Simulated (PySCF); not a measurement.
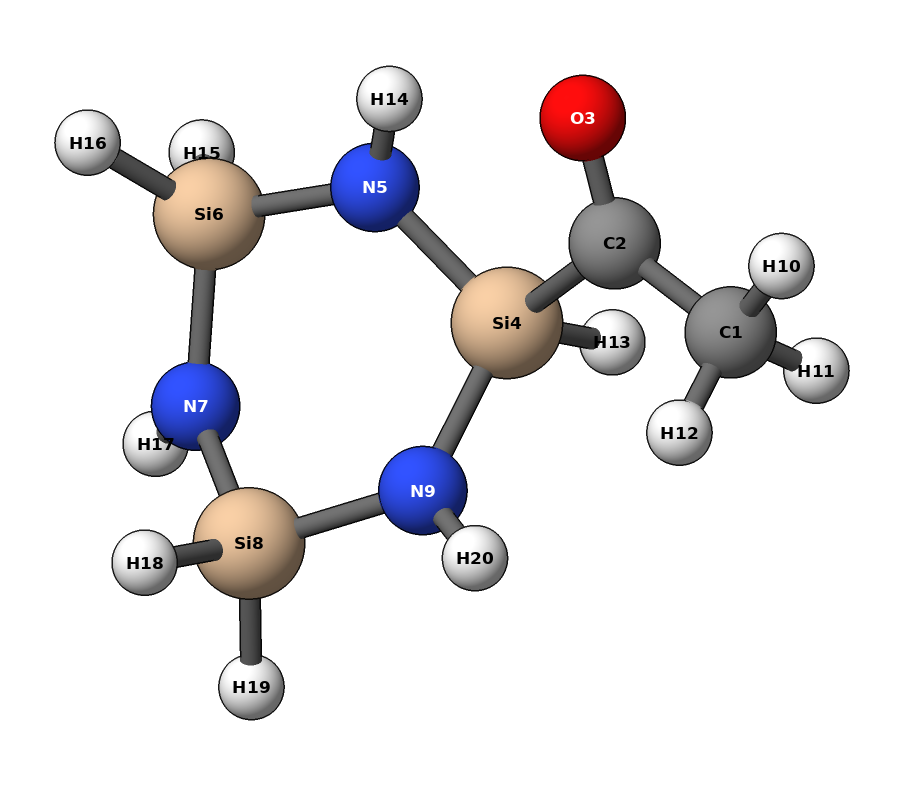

The computed structure is the end point of a PBE0-D3(BJ)/def2-SVP optimisation. No frequency run is at hand to confirm it as a minimum. Properties computed with GIAO PBE0/pcSseg-1 NMR shielding, non-relativistic, IEF-PCM chloroform (PySCF 2.14.0). Principal shieldings σ11 ≤ σ22 ≤ σ33, span Ω = σ33 − σ11, skew κ = 3(σiso − σ22)/Ω.

Which Si atom has the most anisotropic shielding?

Answer. Si4, with a span of 90 ppm.

Give the shielding tensors of the Si atoms.

| atom | σ11 | σ22 | σ33 | σiso | Ω | κ |
| --- | --- | --- | --- | --- | --- | --- |
| Si4 | 357.9 | 390.1 | 447.6 | 398.5 | 89.7 | 0.28 |
| Si6 | 361.3 | 364.5 | 435.6 | 387.1 | 74.3 | 0.91 |
| Si8 | 361.7 | 369.0 | 425.5 | 385.4 | 63.8 | 0.77 |

Shieldings and span in ppm.
